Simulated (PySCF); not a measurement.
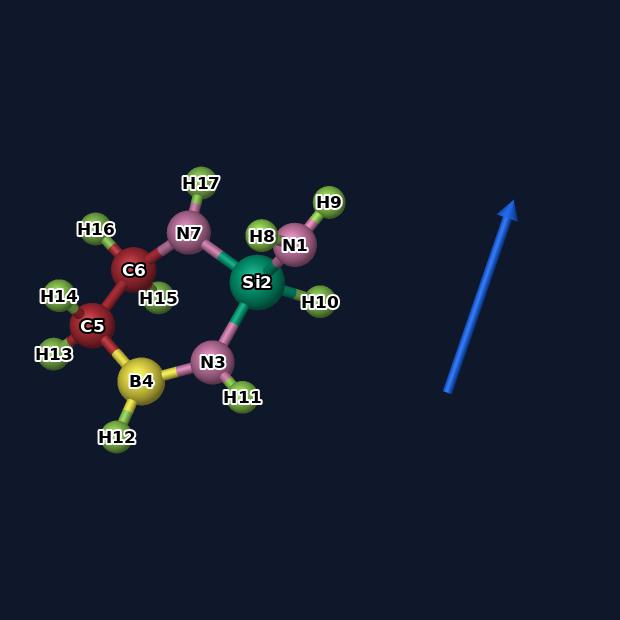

The arrow beside the molecule shows the direction of the dipole moment, from the negative to the positive end (its length means nothing). The computed structure is the end point of a GFN2-xTB optimisation. No frequency run is at hand to confirm it as a minimum. Method: PBE0/pcSseg-1, gas phase (PySCF 2.14.0).

Estimate the dipole moment.

Answer. 1.99 D; it points from the side of H12 to the side of H9 (the outermost atoms at the two ends).

The geometry is semi-empirical. Around B, Si such bond lengths and angles can be off by a tenth of an ångström or more and by several degrees, and values that hang on the shape move with them.
